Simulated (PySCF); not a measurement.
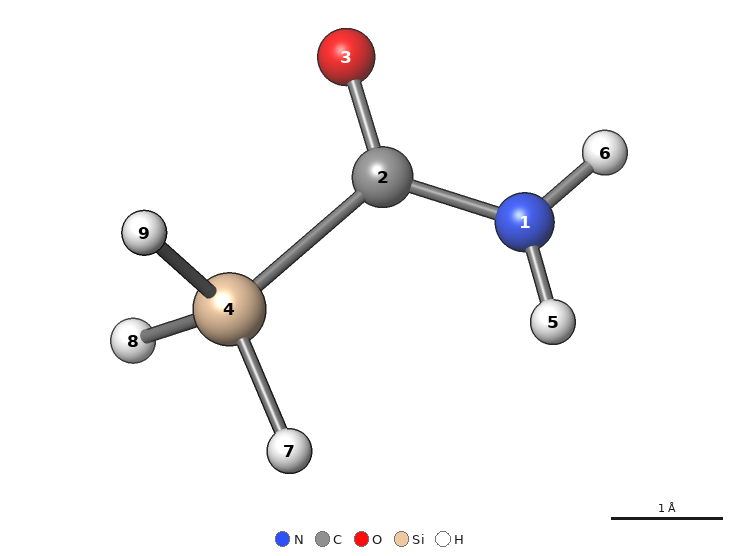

The geometry was computed by an optimisation with PBE0-D3(BJ)/def2-SVP. No frequency run is at hand to confirm it as a minimum.

Describe the coordination of atom 4.

Answer. Si4 has 4 neighbours (C2 at 1.93, H7 at 1.50, H8 at 1.49, H9 at 1.49 Å); the arrangement is tetrahedral.

What is the geometry at C2?

Answer. C2 has 3 neighbours (N1 at 1.36, O3 at 1.22, Si4 at 1.93 Å); the arrangement is trigonal planar.

Describe the coordination of atom 1.

Answer. N1 has 3 neighbours (C2 at 1.36, H5 at 1.01, H6 at 1.01 Å); the arrangement is trigonal planar.
